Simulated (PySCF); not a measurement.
## CH3NOSi: frequency calculation

System: CH3NOSi, SMILES O=C=N[SiH3].
Method: HF/cc-pV(D+d)Z, RHF, dispersion D3(0), SMD solvent carbontetrachloride (PySCF 2.14.0).

The geometry was optimised with HF/cc-pV(D+d)Z symmetrised.

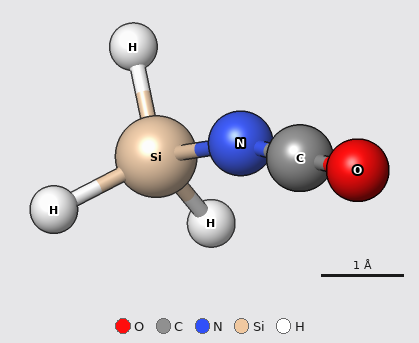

**Figure 1.** The structure as given in the input (ball-and-stick view, seen at a tilt).

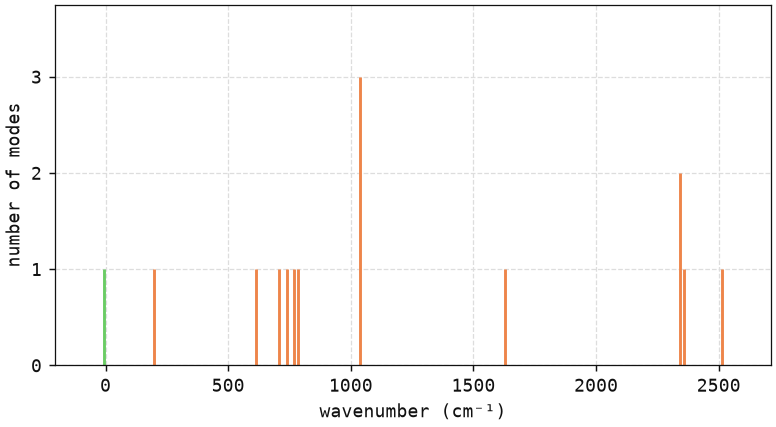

**Figure 2.** Harmonic vibrational wavenumbers from the force constants; neighbouring modes closer than 11 cm⁻¹ are counted in one stick. 15 modes from 6i to 2513 cm⁻¹, none imaginary beyond the noise of the force constants (under 8i cm⁻¹).

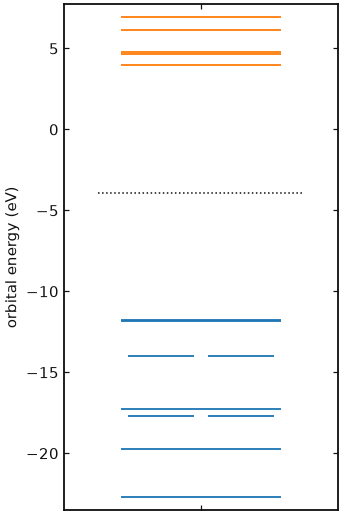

**Figure 3.** Orbital energies near the frontier; the dotted line parts filled from empty levels, and levels within 0.02 eV of each other stand side by side. Highest filled −11.78 eV, lowest empty 3.97 eV, 15.75 eV apart.

These pictures come from the run below.

## The input (run.py)
```python
import numpy
from pyscf import gto, solvent, symm
from pyscf.hessian import thermo

system = gto.M(
    atom='input.xyz',
    max_memory=1860,
    spin=0,
    verbose=3,
    basis='cc-pv(d+d)z',
)

myscf = system.RHF()
myscf = myscf.density_fit()
myscf = myscf.SMD()
myscf.with_solvent.solvent = 'carbon tetrachloride'
myscf.disp = 'd3zero'
myscf.kernel()

e_final = myscf.e_tot
print(f'total energy: {e_final:.8f} hartree')
hess = myscf.Hessian().kernel()
modes = thermo.harmonic_analysis(system, hess)
print('frequencies (1/cm)', numpy.round(modes['freq_wavenumber'], 1))
symm.geom.TOLERANCE = 1e-3  # for the symmetry number
th = thermo.thermo(myscf, modes['freq_au'], 500, 101325)
thermo.dump_thermo(system, th)
```

## File input.xyz
```
7

O      0.753835    -1.957432     1.094417
C      0.455435    -0.982546     0.558615
N      0.178019     0.025314     0.008244
Si    -0.622552     1.339244    -0.761551
H      0.400266     2.226130    -1.341598
H     -1.418696     2.069777     0.241342
H     -1.501313     0.814412    -1.822850
```

Launch command:
```bash
OMP_NUM_THREADS=1 python run.py
```

## Output
```
WARN: Even tempered Gaussians are generated as DF auxbasis for  Si C H N O

converged SCF energy = -457.925027206415
total energy: -457.92502721 hartree

WARN: DFTD3 does not support analytical Hessian, using finite difference

WARN: Mole.unit (angstrom) is changed to Bohr

WARN: Using finite difference scheme for CDS contribution.

WARN: Mole.unit (angstrom) is changed to B

frequencies (1/cm) [   0. +6.2j  195.8+0.j   611.5+0.j   706.5+0.j   739.6+0.j   769.1+0.j
  784.9+0.j  1032.3+0.j  1034.2+0.j  1042.7+0.j  1626.7+0.j  2341.5+0.j
 2345.4+0.j  2357.8+0.j  2513.1+0.j ]
temperature 500.0000 [K]
pressure 101325.00 [Pa]
Rotational constants [GHz] 78.11136 2.50770 2.50050
Symmetry number 1
Zero-point energy (ZPE) 0.04124 [Eh]   108269.597 [J/mol]
                           tot       elec      trans        rot        vib
Entropy [J/mol/K]       317.162      0.000    173.023    106.860     37.279
Cv [J/mol/K]             78.219      0.000     12.472     12.472     53.275
Cp [J/mol/K]             86.533      0.000     20.786     12.472     53.275
Internal energy [J/mol]                      6235.845   6235.845 119867.421
Internal energy [Eh]   -457.87462  -457.92503
Enthalpy [J/mol]                            10393.075   6235.845 119867.421
Enthalpy [Eh]          -457.87304
Gibbs free energy [J/mol]                  -76118.568 -47194.328 101228.082
Gibbs free energy [Eh] -457.93344
```

## Key numbers

```tsv
quantity	value
outcome	converged
total energy	−457.925027 hartree
dispersion energy	−0.002734 hartree
solvation energy	−0.001365 hartree
basis functions	80
HOMO	−11.78 eV
LUMO	3.97 eV
zero-point energy	0.041238 hartree
dipole moment	2.40 D
wavenumbers, lowest and highest	6i and 2513 cm⁻¹
hardware	1 thread of Arm Neoverse V1, 24 GiB of memory available, shared host
wall time	2.8 min
peak memory	1.9 GiB
```
